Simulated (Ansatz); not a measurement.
Run report: BNH$_{3}$SO (charge −1), nudged elastic band

- system: BNH$_{3}$SO, charge −1
- method: RKS B3LYP/STO-3G (Ansatz 0.2.0)

It belongs to a series of runs on one base structure; here: band between the two ends.

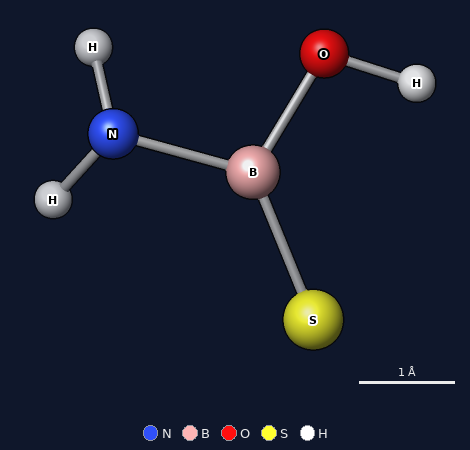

*The structure as given in the input (ball-and-stick view, seen on its broad side).*

Bond lengths as drawn: B–N 1.54 Å, B–O 1.46 Å, B–S 1.68 Å, H–N 1.06 Å and H–O 1.02 Å.

Input file:
```yaml
crystal:
  periodic: [false, false, false]
  atoms:
    - { symbol: "N", position_ang: [-0.603548, 1.009005, 0.249207] }
    - { symbol: B, position_ang: [-0.089346, -0.423809, 0.035054] }
    - { symbol: O, position_ang: [1.338589, -0.374361, 0.315943] }
    - { symbol: S, position_ang: [-0.984581, -1.785174, -0.378083] }
    - { symbol: H, position_ang: [0.123632, 1.720502, -0.048369] }
    - { symbol: H, position_ang: [-1.413942, 1.206859, -0.398301] }
    - { symbol: H, position_ang: [1.629215, -1.353023, 0.224537] }
total_charge: -1
basis:
  gaussian: { orbitals: STO-3G }
hamiltonian:
  xc: b3lyp
neb:
  order_check: false
  images: 8
  f_tol: 0.03
  max_iterations: 60
  climbing: false
  final_atoms:
    - { symbol: "N", position_ang: [-0.70772903, 1.06767574, 0.25309126] }
    - { symbol: B, position_ang: [0.42621342, -0.01178267, 0.22305536] }
    - { symbol: O, position_ang: [1.64954935, 0.15314334, 0.48988161] }
    - { symbol: S, position_ang: [-0.43368935, -1.68781352, -0.23301053] }
    - { symbol: H, position_ang: [-0.26744511, 2.00172976, 0.0028352] }
    - { symbol: H, position_ang: [-1.36574512, 0.91409555, -0.5663802] }
    - { symbol: H, position_ang: [0.69886483, -2.43704919, -0.1694847] }
  initial_path:
    images:
      - { positions_ang: [[-0.603548, 1.009005, 0.249207], [-0.089346, -0.423809, 0.035054], [1.338589, -0.374361, 0.315943], [-0.984581, -1.785174, -0.378083], [0.123632, 1.720502, -0.048369], [-1.413942, 1.206859, -0.398301], [1.629215, -1.353023, 0.224537]] }
      - { positions_ang: [[-0.58463895, 1.00109176, 0.21014193], [-0.03952658, -0.39982418, 0.04173105], [1.37640887, -0.34120203, 0.33504911], [-0.91857604, -1.7914391, -0.35833194], [0.10352265, 1.74162473, -0.02581481], [-1.41478328, 1.17922343, -0.39044948], [1.47761234, -1.38947561, 0.18766215]] }
      - { positions_ang: [[-0.5657299, 0.99317853, 0.17107686], [0.01029284, -0.37583936, 0.04840809], [1.41422873, -0.30804307, 0.35415522], [-0.85257109, -1.7977042, -0.33858088], [0.08341329, 1.76274746, -0.00326062], [-1.41562456, 1.15158787, -0.38259797], [1.32600969, -1.42592823, 0.15078729]] }
      - { positions_ang: [[-0.54682085, 0.98526529, 0.13201179], [0.06011226, -0.35185454, 0.05508514], [1.4520486, -0.2748841, 0.37326133], [-0.78656613, -1.80396931, -0.31882982], [0.06330394, 1.78387019, 0.01929358], [-1.41646584, 1.1239523, -0.37474645], [1.17440703, -1.46238084, 0.11391244]] }
      - { positions_ang: [[-0.52791181, 0.97735206, 0.09294672], [0.10993168, -0.32786972, 0.06176219], [1.48986847, -0.24172513, 0.39236744], [-0.72056118, -1.81023441, -0.29907877], [0.04319458, 1.80499292, 0.04184777], [-1.41730711, 1.09631673, -0.36689493], [1.02280437, -1.49883345, 0.07703758]] }
      - { positions_ang: [[-0.53948747, 0.98387103, 0.0933783], [0.16721606, -0.28208901, 0.08265123], [1.52441962, -0.18311354, 0.41169395], [-0.659351, -1.79941658, -0.2829596], [-0.00025843, 1.83624045, 0.04753712], [-1.41195191, 1.06378746, -0.3855704], [0.91943213, -1.61928081, 0.03325739]] }
      - { positions_ang: [[-0.58154786, 1.00482221, 0.13330654], [0.2319654, -0.21451243, 0.11775226], [1.55570205, -0.09904932, 0.43124087], [-0.60293558, -1.77151581, -0.27047233], [-0.0670551, 1.87761278, 0.03636164], [-1.40040021, 1.02636448, -0.43077285], [0.8642903, -1.82372291, -0.01742813]] }
      - { positions_ang: [[-0.62360825, 1.02577338, 0.17323478], [0.29671474, -0.14693584, 0.1528533], [1.58698449, -0.0149851, 0.45078778], [-0.54652017, -1.74361505, -0.25798506], [-0.13385177, 1.91898511, 0.02518616], [-1.38884852, 0.9889415, -0.4759753], [0.80914848, -2.028165, -0.06811365]] }
      - { positions_ang: [[-0.66566864, 1.04672456, 0.21316302], [0.36146408, -0.07935925, 0.18795433], [1.61826692, 0.06907912, 0.4703347], [-0.49010476, -1.71571429, -0.2454978], [-0.20064844, 1.96035743, 0.01401068], [-1.37729682, 0.95151853, -0.52117775], [0.75400665, -2.2326071, -0.11879918]] }
      - { positions_ang: [[-0.70772903, 1.06767574, 0.25309126], [0.42621342, -0.01178267, 0.22305536], [1.64954935, 0.15314334, 0.48988161], [-0.43368935, -1.68781352, -0.23301053], [-0.26744511, 2.00172976, 0.0028352], [-1.36574512, 0.91409555, -0.5663802], [0.69886483, -2.43704919, -0.1694847]] }
```

Hardware: 1 thread of Arm Neoverse V1, 24 GiB of memory available, shared host.

Command:
```bash
ansatz run input.yaml --threads 1 --pin off --max-ram 2048MiB --backend cpu --events-out ev --progress --plain --runs-dir out
```

Log:
```
Engine: ansatz 0.2.0, aarch64-unknown-linux-gnu
Functional definition: B3LYP
  parameter a0 = 0.2
  parameter ax = 0.72
  parameter ac = 0.81
  exchange = (1 - a0 - ax)*slater_x + ax*b88_x + a0*exact_x
  correlation = (1 - ac)*vwn_rpa_c + ac*lyp_c
383 factors; integrals over basis functions are off by at most 1.9e-5 eV
mean field evaluation 1: about -14917.5653 eV, gradient 2.0e1 eV
mean field evaluation 2: about -14912.5069 eV, gradient 4.6e1 eV
mean field evaluation 4: about -14919.5578 eV, gradient 1.5e0 eV
mean field evaluation 8: about -14919.5430 eV, gradient 3.7e-2 eV
mean field -14919.54302019 eV, -548.2830931624 hartree, gradient 8.4e-6 eV, S^2 0.000000; 0 other end points of the search recorded, 0 dependent functions left out
the calculation of the forces begins
reference -14919.54317859 eV, -548.2830989837 hartree; 20, 20 occupied and 7, 7 virtual orbitals, 383 factors
385 factors; integrals over basis functions are off by at most 3.1e-5 eV
mean field evaluation 16: about -14918.1214 eV, gradient 2.2e1 eV
mean field -14919.82340065 eV, -548.2933969545 hartree, gradient 1.8e-5 eV, S^2 0.000000; 0 other end points of the search recorded, 0 dependent functions left out
[... from here on the field's lines of each further geometry are left out, up to the last ...]
NEB iter   1: max|band force component| = 4.498e0 eV/Å  barrier→ = 2.2339 eV  barrier← = 2.5142 eV  Δτ_max = 0.1976 Å  (225 SCF iters)
NEB iter   2: max|band force component| = 2.766e0 eV/Å  barrier→ = 1.2738 eV  barrier← = 1.5542 eV  Δτ_max = 0.1619 Å  (222 SCF iters)
NEB iter   3: max|band force component| = 1.759e0 eV/Å  barrier→ = 1.3014 eV  barrier← = 1.5818 eV  Δτ_max = 0.1294 Å  (227 SCF iters)
NEB iter   4: max|band force component| = 1.078e0 eV/Å  barrier→ = 1.1453 eV  barrier← = 1.4257 eV  Δτ_max = 0.0520 Å  (229 SCF iters)
NEB iter   5: max|band force component| = 3.363e-1 eV/Å  barrier→ = 1.1119 eV  barrier← = 1.3923 eV  Δτ_max = 0.0261 Å  (207 SCF iters)
NEB iter   6: max|band force component| = 3.187e-1 eV/Å  barrier→ = 1.1019 eV  barrier← = 1.3823 eV  Δτ_max = 0.0536 Å  (204 SCF iters)
NEB iter   7: max|band force component| = 2.264e-1 eV/Å  barrier→ = 1.0950 eV  barrier← = 1.3754 eV  Δτ_max = 0.0069 Å  (209 SCF iters)
NEB iter   8: max|band force component| = 6.551e-2 eV/Å  barrier→ = 1.0951 eV  barrier← = 1.3755 eV  Δτ_max = 0.0113 Å  (186 SCF iters)
NEB iter   9: max|band force component| = 3.892e-2 eV/Å  barrier→ = 1.0960 eV  barrier← = 1.3763 eV  Δτ_max = 0.0059 Å  (192 SCF iters)
the calculation of the forces begins
reference -14919.76472933 eV, -548.2912408231 hartree; 20, 20 occupied and 7, 7 virtual orbitals, 385 factors
385 factors; integrals over basis functions are off by at most 2.4e-5 eV
mean field -14918.44692494 eV, -548.2428124050 hartree, gradient 2.1e-5 eV, S^2 0.000000; 1 other end points of the search recorded, 0 dependent functions left out
the calculation of the forces begins
reference -14918.44707505 eV, -548.2428179213 hartree; 20, 20 occupied and 7, 7 virtual orbitals, 385 factors
NEB iter  10: max|band force component| = 2.236e-2 eV/Å  barrier→ = 1.0961 eV  barrier← = 1.3765 eV  Δτ_max = 0.0000 Å  (345 SCF iters)
```

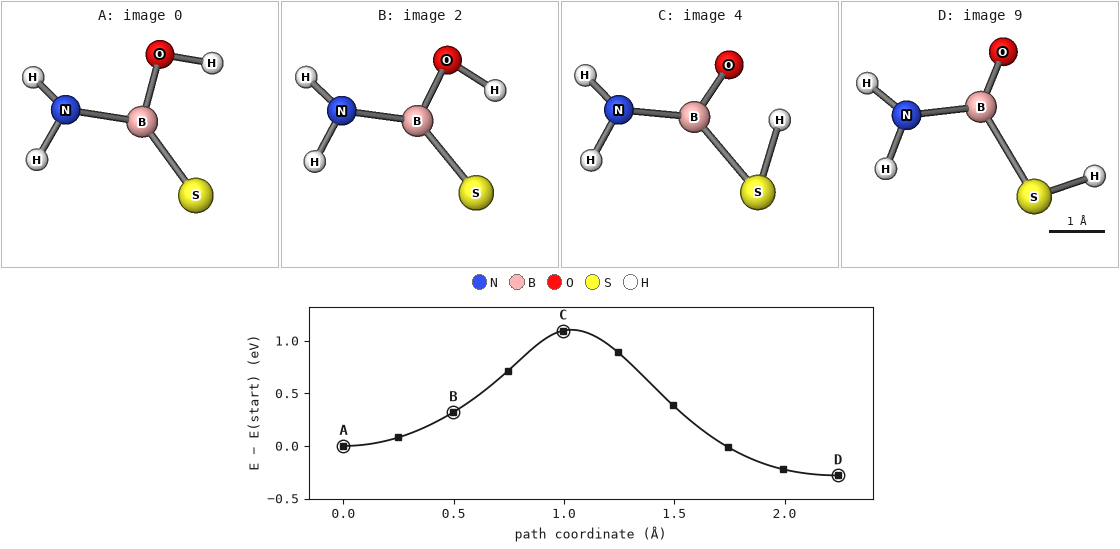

*Images of the last band (counted from 0; ball-and-stick, seen at a tilt) above the energy along the path; the line is a cubic interpolation that uses the forces.*

The highest image is number 4, 1.096 eV above the start and 1.376 eV above the end; the end lies 0.280 eV below the start. The path is 2.24 Å long. The band converged in 10 iterations.

```
Total energy: -14918.44707505 eV, -548.2428179213 hartree
Atom 0 at    -0.635632     1.094987     0.254834 Å, force     0.039981    -0.030454    -0.030801 eV/Å
Atom 1 at     0.120869    -0.219949     0.115716 Å, force    -0.130745    -0.073538    -0.024467 eV/Å
Atom 2 at     1.446501    -0.397156     0.322492 Å, force    -0.028138    -0.185633    -0.042545 eV/Å
Atom 3 at    -0.532299    -1.867912    -0.260393 Å, force    -0.120006     0.000959    -0.027810 eV/Å
Atom 4 at    -0.011159     1.909271    -0.006536 Å, force     0.027123    -0.015434     0.006443 eV/Å
Atom 5 at    -1.401650     1.149365    -0.472107 Å, force     0.006095     0.010903     0.027722 eV/Å
Atom 6 at     1.013390    -1.668609     0.045981 Å, force     0.205689     0.293197     0.091458 eV/Å
Dipole moment:    -0.128894     0.184764    -0.271467 e Å
this run last wrote the band of iteration 10 to [file]
```

The last band as extended XYZ (Å, eV, eV/Å):
```
7
Properties=species:S:1:pos:R:3:forces:R:3 image=0 energy=-14919.54302
N    -0.6035    1.0090    0.2492   -0.0056   0.0136   0.0052
B    -0.0893   -0.4238    0.0351    0.0026  -0.0093  -0.0022
O     1.3386   -0.3744    0.3159    0.0100  -0.0154  -0.0008
S    -0.9846   -1.7852   -0.3781    0.0013  -0.0024  -0.0017
H     0.1236    1.7205   -0.0484    0.0008  -0.0020  -0.0028
H    -1.4139    1.2069   -0.3983   -0.0003  -0.0002   0.0005
H     1.6292   -1.3530    0.2245   -0.0088   0.0157   0.0018
7
Properties=species:S:1:pos:R:3:forces:R:3 image=1 energy=-14919.46257
N    -0.6065    1.0342    0.2412    0.0200  -0.0660  -0.0036
B    -0.0450   -0.3777    0.0488   -0.1190  -0.1228  -0.0521
O     1.3817   -0.4179    0.3188   -0.0824   0.0955   0.0023
S    -0.8744   -1.7947   -0.3425   -0.3356   0.0566  -0.0821
H     0.0678    1.8072   -0.0261    0.1014  -0.1432  -0.0362
H    -1.4137    1.1797   -0.4228   -0.0133   0.0448   0.0565
H     1.4900   -1.4309    0.1826    0.4289   0.1351   0.1153
7
Properties=species:S:1:pos:R:3:forces:R:3 image=2 energy=-14919.22312
N    -0.6119    1.0575    0.2418    0.0564  -0.1120  -0.0383
B    -0.0018   -0.3285    0.0680   -0.2824  -0.2699  -0.1140
O     1.4148   -0.4556    0.3162   -0.0997   0.0564   0.0003
S    -0.7485   -1.8162   -0.3090   -0.6532   0.1340  -0.1335
H     0.0295    1.8615   -0.0127    0.1462  -0.1757  -0.0345
H    -1.4080    1.1632   -0.4429   -0.0235   0.0623   0.0934
H     1.3260   -1.4820    0.1386    0.8562   0.3049   0.2266
7
Properties=species:S:1:pos:R:3:forces:R:3 image=3 energy=-14918.82819
N    -0.6217    1.0789    0.2470    0.1303  -0.1276  -0.0746
B     0.0528   -0.2732    0.0919   -0.5505  -0.4147  -0.1779
O     1.4357   -0.4674    0.3136   -0.0854  -0.5822  -0.0955
S    -0.6223   -1.8440   -0.2794   -0.7546   0.1857  -0.1339
H     0.0019    1.8958   -0.0071    0.1295  -0.1080  -0.0116
H    -1.4032    1.1520   -0.4598   -0.0027   0.0392   0.1101
H     1.1568   -1.5422    0.0937    1.1335   1.0076   0.3834
7
Properties=species:S:1:pos:R:3:forces:R:3 image=4 energy=-14918.44693
N    -0.6356    1.0950    0.2548    0.0400  -0.0305  -0.0308
B     0.1209   -0.2199    0.1157   -0.1307  -0.0735  -0.0245
O     1.4465   -0.3972    0.3225   -0.0281  -0.1856  -0.0425
S    -0.5323   -1.8679   -0.2604   -0.1200   0.0010  -0.0278
H    -0.0112    1.9093   -0.0065    0.0271  -0.0154   0.0064
H    -1.4017    1.1494   -0.4721    0.0061   0.0109   0.0277
H     1.0134   -1.6686    0.0460    0.2057   0.2932   0.0915
7
Properties=species:S:1:pos:R:3:forces:R:3 image=5 energy=-14918.65195
N    -0.6584    1.1026    0.2617   -0.1515   0.0554   0.0455
B     0.1900   -0.1733    0.1369    0.5141   0.3623   0.1669
O     1.4668   -0.2812    0.3438    0.1427   0.8298   0.1317
S    -0.4862   -1.8727   -0.2528    0.3013  -0.0478   0.0588
H    -0.0285    1.9134   -0.0058   -0.1017   0.0297   0.0118
H    -1.4060    1.1437   -0.4873   -0.0178  -0.0197  -0.0975
H     0.9223   -1.8325    0.0035   -0.6871  -1.2097  -0.3173
7
Properties=species:S:1:pos:R:3:forces:R:3 image=6 energy=-14919.15558
N    -0.6850    1.1020    0.2637   -0.1378   0.0285   0.0274
B     0.2479   -0.1304    0.1566    0.4556   0.3425   0.1572
O     1.5003   -0.1532    0.3739    0.2570   0.9166   0.1712
S    -0.4627   -1.8533   -0.2500    0.0563   0.1663   0.0537
H    -0.0656    1.9233   -0.0009   -0.1776   0.0786   0.0299
H    -1.4129    1.1223   -0.5081   -0.0019  -0.0856  -0.1176
H     0.8779   -2.0107   -0.0350   -0.4515  -1.4469  -0.3218
7
Properties=species:S:1:pos:R:3:forces:R:3 image=7 energy=-14919.55352
N    -0.7040    1.0963    0.2618   -0.0526  -0.0098  -0.0016
B     0.3004   -0.0931    0.1742    0.2568   0.1878   0.0911
O     1.5419   -0.0340    0.4060    0.2151   0.5314   0.1107
S    -0.4508   -1.8098   -0.2449   -0.0195   0.2188   0.0459
H    -0.1152    1.9433    0.0081   -0.1768   0.1009   0.0389
H    -1.4115    1.0856   -0.5311    0.0341  -0.1305  -0.0833
H     0.8392   -2.1884   -0.0742   -0.2570  -0.8986  -0.2015
7
Properties=species:S:1:pos:R:3:forces:R:3 image=8 energy=-14919.76458
N    -0.7129    1.0830    0.2565   -0.0103  -0.0192  -0.0028
B     0.3601   -0.0543    0.1933    0.1212   0.0775   0.0338
O     1.5925    0.0721    0.4395    0.1189   0.1963   0.0498
S    -0.4398   -1.7549   -0.2374   -0.0090   0.1156   0.0241
H    -0.1835    1.9731    0.0205   -0.1120   0.0629   0.0234
H    -1.3949    1.0222   -0.5569    0.0463  -0.1112  -0.0397
H     0.7785   -2.3413   -0.1154   -0.1552  -0.3219  -0.0885
7
Properties=species:S:1:pos:R:3:forces:R:3 image=9 energy=-14919.82340
N    -0.7077    1.0677    0.2531    0.0119   0.0073   0.0039
B     0.4262   -0.0118    0.2231    0.0048   0.0015  -0.0002
O     1.6495    0.1531    0.4899   -0.0023  -0.0003   0.0001
S    -0.4337   -1.6878   -0.2330   -0.0029   0.0008   0.0000
H    -0.2674    2.0017    0.0028   -0.0121  -0.0107   0.0005
H    -1.3657    0.9141   -0.5664    0.0002   0.0028  -0.0045
H     0.6989   -2.4370   -0.1695    0.0003  -0.0014   0.0003
```

Key numbers:

| quantity | value |
| --- | --- |
| outcome | converged |
| barrier, forward | 1.096 eV |
| barrier, backward | 1.377 eV |
| wall time | 97 s |
| peak memory | 0.086 GiB |

Remarks:

The order of the saddle point was not checked.
